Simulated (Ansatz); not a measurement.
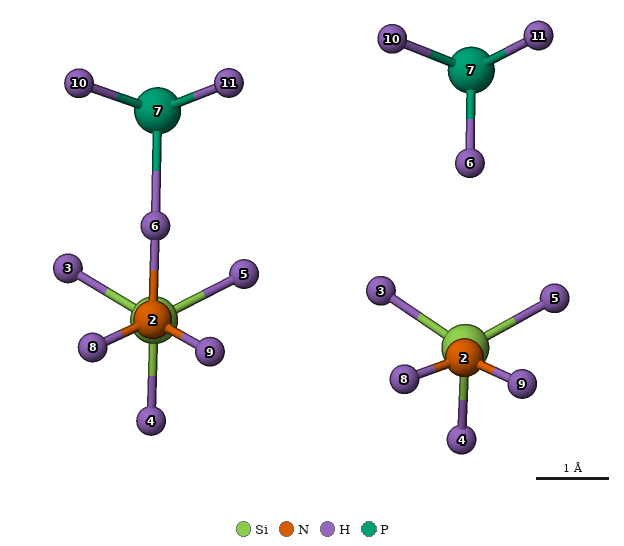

Two geometries of SiPNH8 (started from a transition state, displaced along its imaginary mode), drawn at one scale. One is the start of a relaxation, the other its converged end. Style: ball-and-stick. Shown from a free direction.

Level of theory: Ansatz, RKS PBE0-D4/def2-TZVP. (force threshold 0.005 eV/Å; at most 200 steps)

Q: Which of the two is the end point?

A: The right one is the relaxed one. After 19 geometry steps the energy has fallen by 28.6 kcal/mol. Largest force component: 1.4 eV/Å at the start, 0.0044 eV/Å at the end. The forces were under the threshold at step 16, but the run went on from there. An H atom moves most after the best rigid fit: 0.89 Å. By element the largest moves are H 0.89 Å, P 0.59 Å, N 0.54 Å, Si 0.39 Å. Near-neighbour distances that change, for instance: H–N 1.316 → 2.740 Å, P–Si 3.162 → 4.127 Å, H–P 1.725 → 1.420 Å, N–Si 1.797 → 1.724 Å. Bonds break, among them: H–N (1.32 → 2.74 Å). Bond angles that change, for instance: N–Si–H 105.3° → 115.7°, Si–N–H 114.5° → 119.2°, Si–N–H 114.5° → 119.2°. Cost: 36 s on 4 threads of Arm Neoverse V1, on a shared host.
